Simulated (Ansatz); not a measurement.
## Molecular dynamics of CH8OSi2 (part 1 of 3)

The run: molecular dynamics of CH8OSi2. Method and program: RKS B3LYP/6-31G (Ansatz 0.2.0).

It belongs to a series of runs on one base structure; here: dynamics from the start. Figures and captions count atoms from 1; the log counts them from 0 in places.

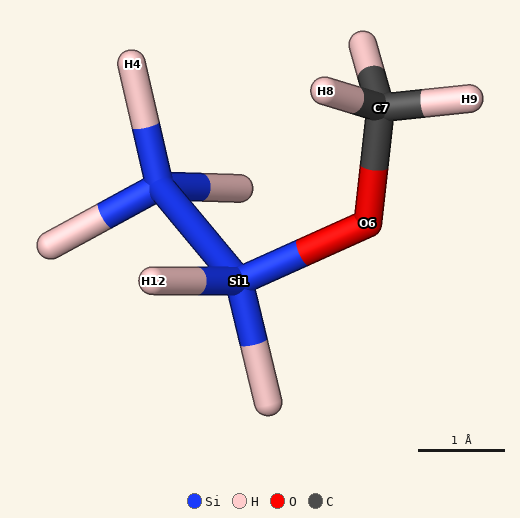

**Figure 1.** The starting structure (stick view, seen at a tilt; atoms are numbered from 1 in the order of the input). Bond lengths as drawn: C–H 1.09 to 1.10 Å, C–O 1.45 Å, H–Si 1.50 to 1.51 Å, O–Si 1.75 Å and Si–Si 2.38 Å.

Results in brief

| quantity | value |
| --- | --- |
| outcome | finished |
| mean temperature over the second half | 1048 K |
| trajectory | 250 steps, 62.5 fs |
| ensemble | nve |
| temperature in the input | 2000.0 K |
| time step | 0.25 fs |
| potential energy (last step) | −18965.8168 eV |
| mean-field energy (last step) | −18965.8168 eV |
| largest force (length of the vector) (last step) | 4.656 eV/Å |
| hardware | 1 thread of AMD EPYC (Zen 3), 24 GiB of memory available, shared host |
| wall time | 11 min |
| peak memory | 0.15 GiB |

Remarks

So short a trajectory is not equilibrated.

Input
```yaml
crystal:
  periodic: [false, false, false]
  atoms:
    - { symbol: Si, position_ang: [-0.119567, -0.044362, -0.118637] }
    - { symbol: Si, position_ang: [0.033053, -0.07163, 2.25652] }
    - { symbol: H, position_ang: [-1.360211, -0.053227, 2.82459] }
    - { symbol: H, position_ang: [0.720364, -1.310949, 2.759429] }
    - { symbol: H, position_ang: [0.774568, 1.125986, 2.776806] }
    - { symbol: O, position_ang: [1.428769, -0.03388, -0.925118] }
    - { symbol: C, position_ang: [2.412758, -1.08868, -0.806211] }
    - { symbol: H, position_ang: [2.00674, -2.060916, -1.117833] }
    - { symbol: H, position_ang: [3.242362, -0.824249, -1.464802] }
    - { symbol: H, position_ang: [2.79115, -1.176909, 0.221836] }
    - { symbol: H, position_ang: [-0.785305, 1.211835, -0.587657] }
    - { symbol: H, position_ang: [-0.934882, -1.236319, -0.569023] }
basis:
  gaussian: { orbitals: "6-31G" }
hamiltonian:
  xc: b3lyp
md:
  timestep: 0.25
  n_steps: 250
  ensemble: nve
  temperature: 2000.0
  initial_velocities: maxwell_boltzmann
  seed: 674928
```

Command:
```bash
ansatz run input.yaml --threads 1 --pin off --max-ram 2048MiB --backend cpu --events-out ev --progress --plain --runs-dir out
```

Output
```
Engine: ansatz 0.2.0, x86_64-unknown-linux-gnu
Functional definition: B3LYP
  parameter a0 = 0.2
  parameter ax = 0.72
  parameter ac = 0.81
  exchange = (1 - a0 - ax)*slater_x + ax*b88_x + a0*exact_x
  correlation = (1 - ac)*vwn_rpa_c + ac*lyp_c
799 factors; integrals over basis functions are off by at most 1.7e-4 eV
mean field evaluation 1: about -18963.1797 eV, gradient 4.5e1 eV
mean field evaluation 2: about -18949.1659 eV, gradient 9.4e1 eV
mean field evaluation 4: about -18967.3262 eV, gradient 4.7e0 eV
mean field evaluation 8: about -18967.4154 eV, gradient 1.0e-1 eV
mean field evaluation 16: about -18967.4154 eV, gradient 2.8e-5 eV
mean field -18967.41543807 eV, -697.0396607731 hartree, gradient 2.8e-5 eV, S^2 0.000000; 0 other end points of the search recorded, 0 dependent functions left out
the calculation of the forces begins
reference -18967.41570333 eV, -697.0396705212 hartree; 25, 25 occupied and 35, 35 virtual orbitals, 799 factors
md step     0: t =     0.00 fs  T =  2000.0 K  F+E_penalty+E_count = -18967.41543807 eV  E_kin = 2.585200 eV  conserved = -18964.83023809 eV  (25 SCF iters)
these checks for a lower state are left out or cut short: starts, cluster_reference, orbital_swaps, neighbouring_geometries, increment
799 factors; integrals over basis functions are off by at most 1.7e-4 eV
mean field -18967.40009805 eV, -697.0390970379 hartree, gradient 5.8e-6 eV, S^2 0.000000; 0 other end points of the search recorded, 0 dependent functions left out
the calculation of the forces begins
reference -18967.40036370 eV, -697.0391068002 hartree; 25, 25 occupied and 35, 35 virtual orbitals, 799 factors
md step     1: t =     0.25 fs  T =  1988.3 K  F+E_penalty+E_count = -18967.40009805 eV  E_kin = 2.570096 eV  conserved = -18964.83000215 eV  (29 SCF iters)
[... from here on the SCF iterations and repeated set-up lines of each step are left out, up to the last step ...]
md step     2: t =     0.50 fs  T =  1954.6 K  F+E_penalty+E_count = -18967.35626251 eV  E_kin = 2.526566 eV  conserved = -18964.82969642 eV  (29 SCF iters)
md step     3: t =     0.75 fs  T =  1902.2 K  F+E_penalty+E_count = -18967.28816188 eV  E_kin = 2.458805 eV  conserved = -18964.82935730 eV  (29 SCF iters)
md step     4: t =     1.00 fs  T =  1834.8 K  F+E_penalty+E_count = -18967.20067787 eV  E_kin = 2.371667 eV  conserved = -18964.82901097 eV  (29 SCF iters)
md step     5: t =     1.25 fs  T =  1756.3 K  F+E_penalty+E_count = -18967.09892390 eV  E_kin = 2.270249 eV  conserved = -18964.82867440 eV  (29 SCF iters)
md step     6: t =     1.50 fs  T =  1670.7 K  F+E_penalty+E_count = -18966.98795777 eV  E_kin = 2.159599 eV  conserved = -18964.82835831 eV  (29 SCF iters)
md step     7: t =     1.75 fs  T =  1581.7 K  F+E_penalty+E_count = -18966.87259264 eV  E_kin = 2.044523 eV  conserved = -18964.82806986 eV  (29 SCF iters)
md step     8: t =     2.00 fs  T =  1492.7 K  F+E_penalty+E_count = -18966.75727140 eV  E_kin = 1.929458 eV  conserved = -18964.82781303 eV  (29 SCF iters)
md step     9: t =     2.25 fs  T =  1406.8 K  F+E_penalty+E_count = -18966.64598216 eV  E_kin = 1.818391 eV  conserved = -18964.82759078 eV  (24 SCF iters)
md step    10: t =     2.50 fs  T =  1326.6 K  F+E_penalty+E_count = -18966.54219461 eV  E_kin = 1.714788 eV  conserved = -18964.82740643 eV  (24 SCF iters)
md step    11: t =     2.75 fs  T =  1254.5 K  F+E_penalty+E_count = -18966.44880608 eV  E_kin = 1.621544 eV  conserved = -18964.82726168 eV  (24 SCF iters)
md step    12: t =     3.00 fs  T =  1192.1 K  F+E_penalty+E_count = -18966.36810162 eV  E_kin = 1.540944 eV  conserved = -18964.82715780 eV  (24 SCF iters)
md step    13: t =     3.25 fs  T =  1140.8 K  F+E_penalty+E_count = -18966.30172565 eV  E_kin = 1.474630 eV  conserved = -18964.82709551 eV  (24 SCF iters)
md step    14: t =     3.50 fs  T =  1101.3 K  F+E_penalty+E_count = -18966.25066912 eV  E_kin = 1.423595 eV  conserved = -18964.82707450 eV  (24 SCF iters)
md step    15: t =     3.75 fs  T =  1073.9 K  F+E_penalty+E_count = -18966.21527470 eV  E_kin = 1.388182 eV  conserved = -18964.82709271 eV  (24 SCF iters)
md step    16: t =     4.00 fs  T =  1058.4 K  F+E_penalty+E_count = -18966.19526177 eV  E_kin = 1.368114 eV  conserved = -18964.82714786 eV  (24 SCF iters)
md step    17: t =     4.25 fs  T =  1054.1 K  F+E_penalty+E_count = -18966.18976383 eV  E_kin = 1.362527 eV  conserved = -18964.82723703 eV  (24 SCF iters)
md step    18: t =     4.50 fs  T =  1059.9 K  F+E_penalty+E_count = -18966.19737529 eV  E_kin = 1.370018 eV  conserved = -18964.82735749 eV  (24 SCF iters)
md step    19: t =     4.75 fs  T =  1074.3 K  F+E_penalty+E_count = -18966.21619915 eV  E_kin = 1.388692 eV  conserved = -18964.82750692 eV  (25 SCF iters)
md step    20: t =     5.00 fs  T =  1095.6 K  F+E_penalty+E_count = -18966.24389025 eV  E_kin = 1.416206 eV  conserved = -18964.82768391 eV  (31 SCF iters)
md step    21: t =     5.25 fs  T =  1121.6 K  F+E_penalty+E_count = -18966.27768931 eV  E_kin = 1.449802 eV  conserved = -18964.82788752 eV  (31 SCF iters)
md step    22: t =     5.50 fs  T =  1149.9 K  F+E_penalty+E_count = -18966.31445006 eV  E_kin = 1.486333 eV  conserved = -18964.82811751 eV  (30 SCF iters)
md step    23: t =     5.75 fs  T =  1177.7 K  F+E_penalty+E_count = -18966.35066340 eV  E_kin = 1.522290 eV  conserved = -18964.82837292 eV  (31 SCF iters)
md step    24: t =     6.00 fs  T =  1202.1 K  F+E_penalty+E_count = -18966.38249341 eV  E_kin = 1.553842 eV  conserved = -18964.82865163 eV  (29 SCF iters)
md step    25: t =     6.25 fs  T =  1219.9 K  F+E_penalty+E_count = -18966.40584183 eV  E_kin = 1.576894 eV  conserved = -18964.82894744 eV  (31 SCF iters)
md step    26: t =     6.50 fs  T =  1227.9 K  F+E_penalty+E_count = -18966.41647235 eV  E_kin = 1.587224 eV  conserved = -18964.82924823 eV  (31 SCF iters)
md step    27: t =     6.75 fs  T =  1222.9 K  F+E_penalty+E_count = -18966.41022733 eV  E_kin = 1.580694 eV  conserved = -18964.82953308 eV  (30 SCF iters)
md step    28: t =     7.00 fs  T =  1201.9 K  F+E_penalty+E_count = -18966.38337804 eV  E_kin = 1.553609 eV  conserved = -18964.82976951 eV  (30 SCF iters)
md step    29: t =     7.25 fs  T =  1163.0 K  F+E_penalty+E_count = -18966.33314474 eV  E_kin = 1.503233 eV  conserved = -18964.82991124 eV  (31 SCF iters)
md step    30: t =     7.50 fs  T =  1105.1 K  F+E_penalty+E_count = -18966.25840258 eV  E_kin = 1.428501 eV  conserved = -18964.82990112 eV  (31 SCF iters)
md step    31: t =     7.75 fs  T =  1029.6 K  F+E_penalty+E_count = -18966.16052419 eV  E_kin = 1.330843 eV  conserved = -18964.82968095 eV  (30 SCF iters)
md step    32: t =     8.00 fs  T =   940.0 K  F+E_penalty+E_count = -18966.04420104 eV  E_kin = 1.214989 eV  conserved = -18964.82921170 eV  (30 SCF iters)
md step    33: t =     8.25 fs  T =   842.8 K  F+E_penalty+E_count = -18965.91793548 eV  E_kin = 1.089435 eV  conserved = -18964.82850022 eV  (30 SCF iters)
md step    34: t =     8.50 fs  T =   747.5 K  F+E_penalty+E_count = -18965.79378546 eV  E_kin = 0.966155 eV  conserved = -18964.82763043 eV  (30 SCF iters)
md step    35: t =     8.75 fs  T =   664.7 K  F+E_penalty+E_count = -18965.68596307 eV  E_kin = 0.859194 eV  conserved = -18964.82676930 eV  (25 SCF iters)
md step    36: t =     9.00 fs  T =   605.1 K  F+E_penalty+E_count = -18965.60823042 eV  E_kin = 0.782098 eV  conserved = -18964.82613253 eV  (28 SCF iters)
md step    37: t =     9.25 fs  T =   576.1 K  F+E_penalty+E_count = -18965.57062844 eV  E_kin = 0.744720 eV  conserved = -18964.82590880 eV  (23 SCF iters)
md step    38: t =     9.50 fs  T =   580.6 K  F+E_penalty+E_count = -18965.57665614 eV  E_kin = 0.750479 eV  conserved = -18964.82617734 eV  (23 SCF iters)
md step    39: t =     9.75 fs  T =   615.2 K  F+E_penalty+E_count = -18965.62210597 eV  E_kin = 0.795240 eV  conserved = -18964.82686574 eV  (24 SCF iters)
md step    40: t =    10.00 fs  T =   671.8 K  F+E_penalty+E_count = -18965.69614500 eV  E_kin = 0.868365 eV  conserved = -18964.82778048 eV  (25 SCF iters)
md step    41: t =    10.25 fs  T =   739.2 K  F+E_penalty+E_count = -18965.78420172 eV  E_kin = 0.955511 eV  conserved = -18964.82869043 eV  (32 SCF iters)
md step    42: t =    10.50 fs  T =   806.2 K  F+E_penalty+E_count = -18965.87146253 eV  E_kin = 1.042052 eV  conserved = -18964.82941004 eV  (32 SCF iters)
md step    43: t =    10.75 fs  T =   863.3 K  F+E_penalty+E_count = -18965.94574791 eV  E_kin = 1.115904 eV  conserved = -18964.82984427 eV  (30 SCF iters)
md step    44: t =    11.00 fs  T =   904.5 K  F+E_penalty+E_count = -18965.99908086 eV  E_kin = 1.169094 eV  conserved = -18964.82998640 eV  (31 SCF iters)
md step    45: t =    11.25 fs  T =   926.8 K  F+E_penalty+E_count = -18966.02793313 eV  E_kin = 1.198045 eV  conserved = -18964.82988825 eV  (30 SCF iters)
md step    46: t =    11.50 fs  T =   930.6 K  F+E_penalty+E_count = -18966.03255699 eV  E_kin = 1.202931 eV  conserved = -18964.82962586 eV  (30 SCF iters)
md step    47: t =    11.75 fs  T =   918.0 K  F+E_penalty+E_count = -18966.01590321 eV  E_kin = 1.186630 eV  conserved = -18964.82927336 eV  (30 SCF iters)
md step    48: t =    12.00 fs  T =   892.5 K  F+E_penalty+E_count = -18965.98251409 eV  E_kin = 1.153623 eV  conserved = -18964.82889156 eV  (30 SCF iters)
md step    49: t =    12.25 fs  T =   858.0 K  F+E_penalty+E_count = -18965.93759740 eV  E_kin = 1.109075 eV  conserved = -18964.82852249 eV  (31 SCF iters)
md step    50: t =    12.50 fs  T =   818.6 K  F+E_penalty+E_count = -18965.88635711 eV  E_kin = 1.058165 eV  conserved = -18964.82819190 eV  (31 SCF iters)
md step    51: t =    12.75 fs  T =   778.0 K  F+E_penalty+E_count = -18965.83356171 eV  E_kin = 1.005648 eV  conserved = -18964.82791341 eV  (31 SCF iters)
md step    52: t =    13.00 fs  T =   739.3 K  F+E_penalty+E_count = -18965.78330002 eV  E_kin = 0.955608 eV  conserved = -18964.82769192 eV  (33 SCF iters)
md step    53: t =    13.25 fs  T =   705.0 K  F+E_penalty+E_count = -18965.73887228 eV  E_kin = 0.911345 eV  conserved = -18964.82752702 eV  (32 SCF iters)
md step    54: t =    13.50 fs  T =   677.2 K  F+E_penalty+E_count = -18965.70277004 eV  E_kin = 0.875355 eV  conserved = -18964.82741504 eV  (25 SCF iters)
md step    55: t =    13.75 fs  T =   657.1 K  F+E_penalty+E_count = -18965.67671170 eV  E_kin = 0.849361 eV  conserved = -18964.82735039 eV  (26 SCF iters)
md step    56: t =    14.00 fs  T =   645.5 K  F+E_penalty+E_count = -18965.66171077 eV  E_kin = 0.834384 eV  conserved = -18964.82732645 eV  (26 SCF iters)
md step    57: t =    14.25 fs  T =   642.8 K  F+E_penalty+E_count = -18965.65816274 eV  E_kin = 0.830826 eV  conserved = -18964.82733694 eV  (25 SCF iters)
md step    58: t =    14.50 fs  T =   648.7 K  F+E_penalty+E_count = -18965.66593708 eV  E_kin = 0.838562 eV  conserved = -18964.82737484 eV  (25 SCF iters)
md step    59: t =    14.75 fs  T =   663.0 K  F+E_penalty+E_count = -18965.68447344 eV  E_kin = 0.857039 eV  conserved = -18964.82743443 eV  (25 SCF iters)
md step    60: t =    15.00 fs  T =   684.9 K  F+E_penalty+E_count = -18965.71287026 eV  E_kin = 0.885360 eV  conserved = -18964.82751030 eV  (25 SCF iters)
md step    61: t =    15.25 fs  T =   713.6 K  F+E_penalty+E_count = -18965.74996670 eV  E_kin = 0.922369 eV  conserved = -18964.82759811 eV  (26 SCF iters)
md step    62: t =    15.50 fs  T =   747.9 K  F+E_penalty+E_count = -18965.79441174 eV  E_kin = 0.966717 eV  conserved = -18964.82769431 eV  (25 SCF iters)
md step    63: t =    15.75 fs  T =   786.7 K  F+E_penalty+E_count = -18965.84472059 eV  E_kin = 1.016924 eV  conserved = -18964.82779676 eV  (25 SCF iters)
md step    64: t =    16.00 fs  T =   828.9 K  F+E_penalty+E_count = -18965.89931438 eV  E_kin = 1.071411 eV  conserved = -18964.82790372 eV  (25 SCF iters)
md step    65: t =    16.25 fs  T =   873.1 K  F+E_penalty+E_count = -18965.95654711 eV  E_kin = 1.128532 eV  conserved = -18964.82801531 eV  (26 SCF iters)
md step    66: t =    16.50 fs  T =   918.0 K  F+E_penalty+E_count = -18966.01471515 eV  E_kin = 1.186583 eV  conserved = -18964.82813189 eV  (24 SCF iters)
md step    67: t =    16.75 fs  T =   962.2 K  F+E_penalty+E_count = -18966.07205721 eV  E_kin = 1.243802 eV  conserved = -18964.82825501 eV  (32 SCF iters)
md step    68: t =    17.00 fs  T =  1004.5 K  F+E_penalty+E_count = -18966.12674323 eV  E_kin = 1.298357 eV  conserved = -18964.82838619 eV  (32 SCF iters)
md step    69: t =    17.25 fs  T =  1043.1 K  F+E_penalty+E_count = -18966.17686159 eV  E_kin = 1.348334 eV  conserved = -18964.82852729 eV  (31 SCF iters)
md step    70: t =    17.50 fs  T =  1076.7 K  F+E_penalty+E_count = -18966.22040843 eV  E_kin = 1.391729 eV  conserved = -18964.82867905 eV  (30 SCF iters)
md step    71: t =    17.75 fs  T =  1103.6 K  F+E_penalty+E_count = -18966.25529227 eV  E_kin = 1.426452 eV  conserved = -18964.82884061 eV  (30 SCF iters)
md step    72: t =    18.00 fs  T =  1122.0 K  F+E_penalty+E_count = -18966.27936655 eV  E_kin = 1.450359 eV  conserved = -18964.82900792 eV  (31 SCF iters)
md step    73: t =    18.25 fs  T =  1130.5 K  F+E_penalty+E_count = -18966.29051061 eV  E_kin = 1.461339 eV  conserved = -18964.82917196 eV  (29 SCF iters)
md step    74: t =    18.50 fs  T =  1127.5 K  F+E_penalty+E_count = -18966.28678566 eV  E_kin = 1.457468 eV  conserved = -18964.82931721 eV  (29 SCF iters)
md step    75: t =    18.75 fs  T =  1111.9 K  F+E_penalty+E_count = -18966.26669397 eV  E_kin = 1.437276 eV  conserved = -18964.82941819 eV  (26 SCF iters)
md step    76: t =    19.00 fs  T =  1083.2 K  F+E_penalty+E_count = -18966.22957282 eV  E_kin = 1.400134 eV  conserved = -18964.82943878 eV  (29 SCF iters)
md step    77: t =    19.25 fs  T =  1041.9 K  F+E_penalty+E_count = -18966.17612697 eV  E_kin = 1.346790 eV  conserved = -18964.82933704 eV  (29 SCF iters)
md step    78: t =    19.50 fs  T =   990.2 K  F+E_penalty+E_count = -18966.10903636 eV  E_kin = 1.279964 eV  conserved = -18964.82907285 eV  (29 SCF iters)
md step    79: t =    19.75 fs  T =   932.1 K  F+E_penalty+E_count = -18966.03348606 eV  E_kin = 1.204857 eV  conserved = -18964.82862925 eV  (29 SCF iters)
md step    80: t =    20.00 fs  T =   873.7 K  F+E_penalty+E_count = -18965.95732598 eV  E_kin = 1.129292 eV  conserved = -18964.82803418 eV  (30 SCF iters)
md step    81: t =    20.25 fs  T =   822.5 K  F+E_penalty+E_count = -18965.89052690 eV  E_kin = 1.063147 eV  conserved = -18964.82737947 eV  (30 SCF iters)
md step    82: t =    20.50 fs  T =   786.7 K  F+E_penalty+E_count = -18965.84370128 eV  E_kin = 1.016888 eV  conserved = -18964.82681320 eV  (25 SCF iters)
md step    83: t =    20.75 fs  T =   773.1 K  F+E_penalty+E_count = -18965.82582616 eV  E_kin = 0.999328 eV  conserved = -18964.82649854 eV  (25 SCF iters)
md step    84: t =    21.00 fs  T =   785.4 K  F+E_penalty+E_count = -18965.84179207 eV  E_kin = 1.015244 eV  conserved = -18964.82654844 eV  (23 SCF iters)
md step    85: t =    21.25 fs  T =   823.0 K  F+E_penalty+E_count = -18965.89072566 eV  E_kin = 1.063753 eV  conserved = -18964.82697231 eV  (25 SCF iters)
md step    86: t =    21.50 fs  T =   880.6 K  F+E_penalty+E_count = -18965.96586562 eV  E_kin = 1.138200 eV  conserved = -18964.82766587 eV  (30 SCF iters)
md step    87: t =    21.75 fs  T =   949.8 K  F+E_penalty+E_count = -18966.05612484 eV  E_kin = 1.227670 eV  conserved = -18964.82845513 eV  (31 SCF iters)
md step    88: t =    22.00 fs  T =  1020.8 K  F+E_penalty+E_count = -18966.14871159 eV  E_kin = 1.319548 eV  conserved = -18964.82916386 eV  (30 SCF iters)
md step    89: t =    22.25 fs  T =  1084.7 K  F+E_penalty+E_count = -18966.23181505 eV  E_kin = 1.402144 eV  conserved = -18964.82967063 eV  (30 SCF iters)
md step    90: t =    22.50 fs  T =  1134.6 K  F+E_penalty+E_count = -18966.29652314 eV  E_kin = 1.466594 eV  conserved = -18964.82992890 eV  (30 SCF iters)
md step    91: t =    22.75 fs  T =  1166.4 K  F+E_penalty+E_count = -18966.33764172 eV  E_kin = 1.507686 eV  conserved = -18964.82995559 eV  (31 SCF iters)
md step    92: t =    23.00 fs  T =  1178.8 K  F+E_penalty+E_count = -18966.35355110 eV  E_kin = 1.523747 eV  conserved = -18964.82980431 eV  (30 SCF iters)
md step    93: t =    23.25 fs  T =  1172.8 K  F+E_penalty+E_count = -18966.34547613 eV  E_kin = 1.515936 eV  conserved = -18964.82954012 eV  (31 SCF iters)
md step    94: t =    23.50 fs  T =  1150.6 K  F+E_penalty+E_count = -18966.31654964 eV  E_kin = 1.487329 eV  conserved = -18964.82922093 eV  (27 SCF iters)
md step    95: t =    23.75 fs  T =  1115.6 K  F+E_penalty+E_count = -18966.27093912 eV  E_kin = 1.442048 eV  conserved = -18964.82889111 eV  (30 SCF iters)
md step    96: t =    24.00 fs  T =  1071.2 K  F+E_penalty+E_count = -18966.21316216 eV  E_kin = 1.384582 eV  conserved = -18964.82857994 eV  (30 SCF iters)
md step    97: t =    24.25 fs  T =  1020.7 K  F+E_penalty+E_count = -18966.14762035 eV  E_kin = 1.319318 eV  conserved = -18964.82830245 eV  (31 SCF iters)
md step    98: t =    24.50 fs  T =   967.2 K  F+E_penalty+E_count = -18966.07832784 eV  E_kin = 1.250262 eV  conserved = -18964.82806559 eV  (31 SCF iters)
md step    99: t =    24.75 fs  T =   913.6 K  F+E_penalty+E_count = -18966.00877807 eV  E_kin = 1.180908 eV  conserved = -18964.82786959 eV  (32 SCF iters)
md step   100: t =    25.00 fs  T =   862.0 K  F+E_penalty+E_count = -18965.94190913 eV  E_kin = 1.114197 eV  conserved = -18964.82771207 eV  (31 SCF iters)
md step   101: t =    25.25 fs  T =   814.3 K  F+E_penalty+E_count = -18965.88012344 eV  E_kin = 1.052535 eV  conserved = -18964.82758833 eV  (32 SCF iters)
md step   102: t =    25.50 fs  T =   772.0 K  F+E_penalty+E_count = -18965.82533890 eV  E_kin = 0.997845 eV  conserved = -18964.82749350 eV  (31 SCF iters)
md step   103: t =    25.75 fs  T =   736.2 K  F+E_penalty+E_count = -18965.77904968 eV  E_kin = 0.951627 eV  conserved = -18964.82742304 eV  (24 SCF iters)
md step   104: t =    26.00 fs  T =   707.9 K  F+E_penalty+E_count = -18965.74238667 eV  E_kin = 0.915014 eV  conserved = -18964.82737288 eV  (24 SCF iters)
md step   105: t =    26.25 fs  T =   687.6 K  F+E_penalty+E_count = -18965.71617151 eV  E_kin = 0.888832 eV  conserved = -18964.82733971 eV  (24 SCF iters)
md step   106: t =    26.50 fs  T =   675.9 K  F+E_penalty+E_count = -18965.70096028 eV  E_kin = 0.873639 eV  conserved = -18964.82732139 eV  (24 SCF iters)
md step   107: t =    26.75 fs  T =   672.9 K  F+E_penalty+E_count = -18965.69707423 eV  E_kin = 0.869757 eV  conserved = -18964.82731676 eV  (25 SCF iters)
md step   108: t =    27.00 fs  T =   678.7 K  F+E_penalty+E_count = -18965.70461731 eV  E_kin = 0.877292 eV  conserved = -18964.82732554 eV  (23 SCF iters)
md step   109: t =    27.25 fs  T =   693.3 K  F+E_penalty+E_count = -18965.72347945 eV  E_kin = 0.896132 eV  conserved = -18964.82734790 eV  (24 SCF iters)
md step   110: t =    27.50 fs  T =   716.3 K  F+E_penalty+E_count = -18965.75332868 eV  E_kin = 0.925943 eV  conserved = -18964.82738565 eV  (24 SCF iters)
md step   111: t =    27.75 fs  T =   747.4 K  F+E_penalty+E_count = -18965.79358925 eV  E_kin = 0.966148 eV  conserved = -18964.82744110 eV  (24 SCF iters)
md step   112: t =    28.00 fs  T =   785.9 K  F+E_penalty+E_count = -18965.84341166 eV  E_kin = 1.015895 eV  conserved = -18964.82751695 eV  (24 SCF iters)
md step   113: t =    28.25 fs  T =   830.9 K  F+E_penalty+E_count = -18965.90163694 eV  E_kin = 1.074021 eV  conserved = -18964.82761587 eV  (30 SCF iters)
md step   114: t =    28.50 fs  T =   881.2 K  F+E_penalty+E_count = -18965.96676084 eV  E_kin = 1.139020 eV  conserved = -18964.82774090 eV  (26 SCF iters)
```
